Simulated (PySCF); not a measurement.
## Electronic structure of C8H10AlN (SMILES CC#[N+][AlH2-][c]1ccccc1) in real space

Input file:

```
{"job": {"kind": "nmr", "xc": "PBE0", "basis": "pcSseg-1"}, "charge": 0, "multiplicity": 1}
C      3.436867     0.768690    -1.369273
C      2.710263    -0.295850    -0.764523
N      2.127382    -1.166480    -0.295254
Al     0.759238    -1.811208     1.004005
C     -0.687309    -0.511806     0.489761
C     -0.695525     0.882148     0.604479
C     -1.799587     1.636619     0.248863
C     -2.937167     1.012977    -0.238445
C     -2.964454    -0.366127    -0.365321
C     -1.853845    -1.107095    -0.004159
H      3.095100     1.717595    -0.955786
H      3.264764     0.762126    -2.445621
H      4.502201     0.649283    -1.170894
H      1.662631    -1.516409     2.251456
H      0.488011    -3.294023     0.618117
H      0.188365     1.379669     0.991550
H     -1.779933     2.714511     0.349042
H     -3.800605     1.601500    -0.516697
H     -3.852309    -0.855467    -0.744099
H     -1.869235    -2.189977    -0.099932
```

Command:

```sh
OMP_NUM_THREADS=1 python probes_run.py task.json out
```

Geometry: GFN2-xTB.

Theory: PySCF 2.14.0, PBE0/pcSseg-1, SCF density, gas phase, non-relativistic.

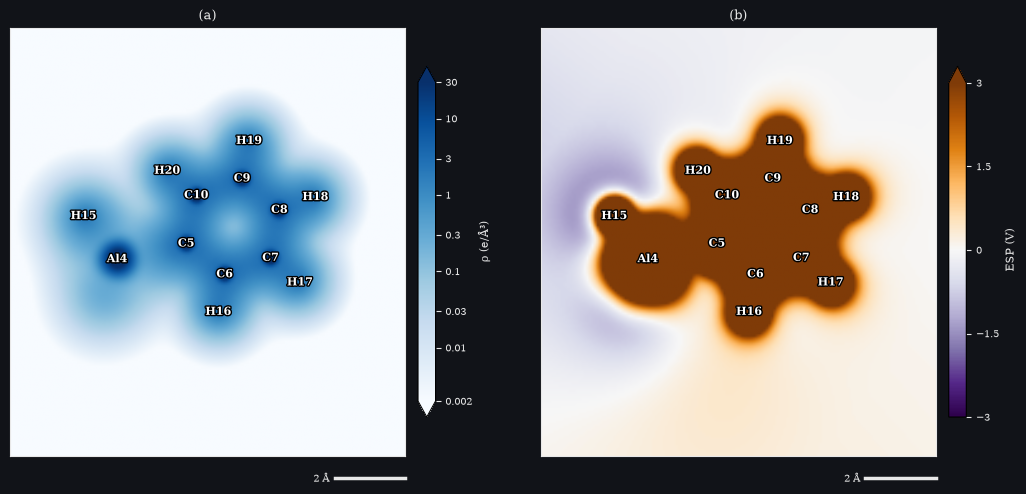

Figure 1. (a) total electron density; (b) molecular electrostatic potential on the plane of atoms C6, C5 and C10.

> What does the map show?

Atoms in the plane: Al, C and H. C–C (1.38 Å): ρ at the midpoint is about 2.1 e/Å³. C–Al (2.01 Å): ρ is about 0.66 e/Å³ halfway. C–H (1.08 Å): ρ is about 2 e/Å³ halfway. C–C (1.40 Å): ρ at the midpoint is about 2 e/Å³. Al–H (1.56 Å): the density is about 0.56 e/Å³ at the midpoint. Outside the dense part of the molecule the potential is most negative (−1.4 V) near H15.

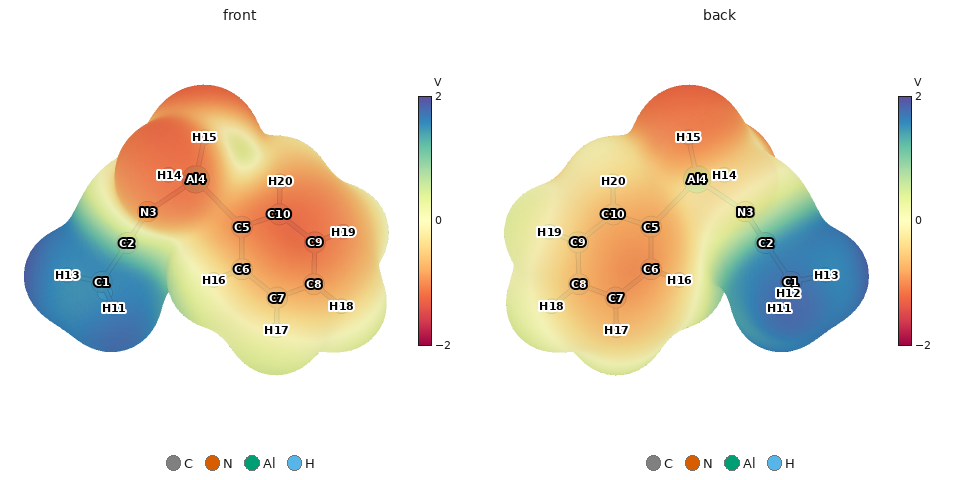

Figure 2. The molecular electrostatic potential painted on the density surface at 0.001 e/bohr³, seen from the front and from behind; the colour scale runs from red (negative) to blue (positive).

> Which sites attract a positive test charge, and which a negative one?

A positive charge is drawn to the negative regions and a negative charge to the positive ones. The most negative region (about −1.2 V) lies over the C and H atoms, the most positive (about +1.8 V) over H11, H12 and H13.
